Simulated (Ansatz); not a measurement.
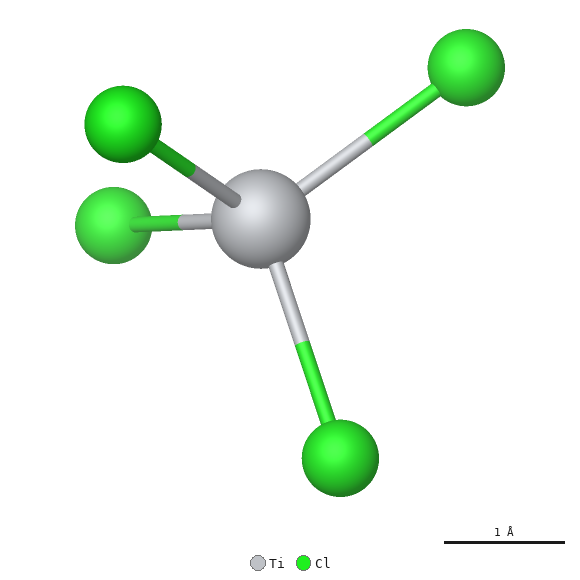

A ball-and-stick model of a molecule. Every bond is drawn as one stick, whatever its order.

Charge 0, singlet.

> Count the atoms of each element.

TiCl₄, 5 atoms: 1 titanium and 4 chlorine.

> Which point group does it belong to?

Td.

> Count the bonded pairs by element.

4 Cl–Ti. Sticks follow a distance rule.

> How many atoms are distinct by symmetry?

2: 1 Ti, 4 Cl.

The parts below concern this one geometry. Atoms keep their numbers from picture to picture. The computed structure is the end point of a PBE0-D4/def2-TZVP optimisation.

### Shape

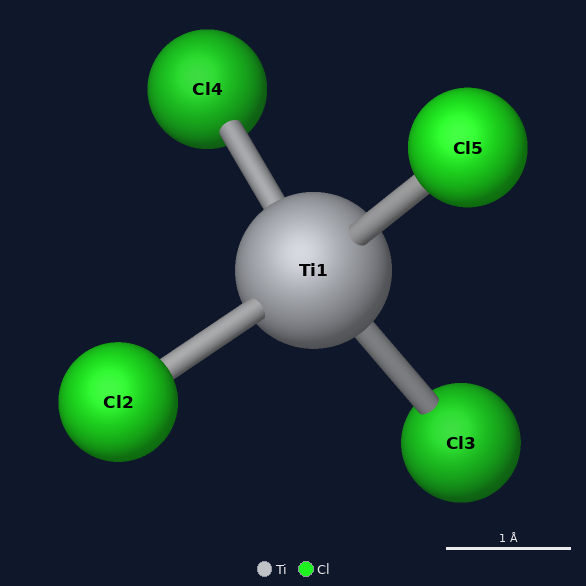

Numbered structure.

What are the angles Cl2–Ti1–Cl3?

| angle | degrees |
| --- | --- |
| Cl2–Ti1–Cl3 | 109.5 |

### Vibrations

Harmonic vibrations computed with RKS PBE0-D4/def2-TZVP (Ansatz 0.2.0) at a stationary point of the same level.

> List the wavenumbers.

9 modes: 114, 114, 135, 135, 135, 395, 511, 511, 511 cm⁻¹.

### Electronic properties

Level of theory: RKS PBE0-D4/def2-TZVPP (Ansatz 0.2.0).

Predict the main results.

- HOMO energy (Kohn–Sham orbital): −9.63 eV
- LUMO energy (Kohn–Sham orbital): −3.73 eV
- HOMO–LUMO gap: 5.90 eV

### Thermal motion

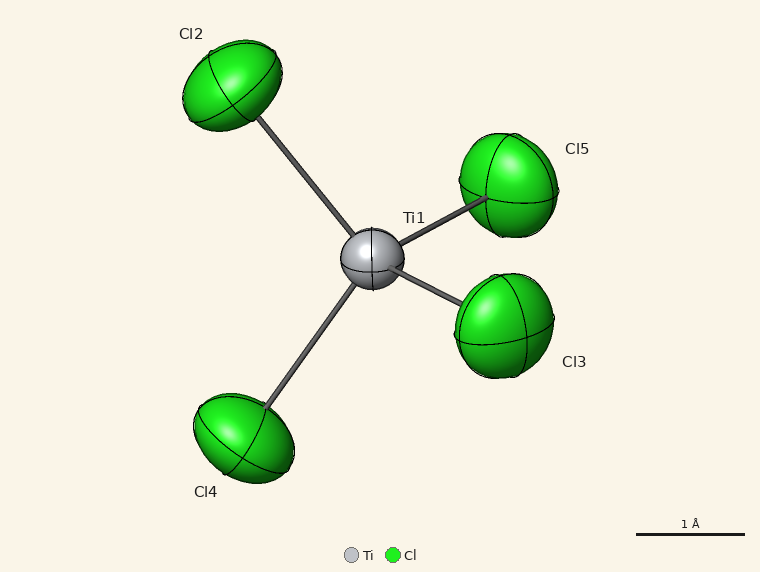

Displacement ellipsoids at the 50 % level, enlarged 3 times, from the internal vibrations of the free molecule (harmonic, no overall translation or rotation; no half-axis is drawn under 0.075 Å). Vibrations computed with RKS PBE0-D4/def2-TZVP (Ansatz 0.2.0). Temperature: 600 K.

Give the displacement parameters, one line for each set of equivalent atoms.

```json
{"atom": "Ti1", "U_eq (Å²)": "0.0040", "rms amplitudes (Å)": "0.063, 0.063, 0.063"}
{"atom": "Cl2, Cl3, Cl4, Cl5", "U_eq (Å²)": "0.0099", "rms amplitudes (Å)": "0.079, 0.109, 0.109"}
```
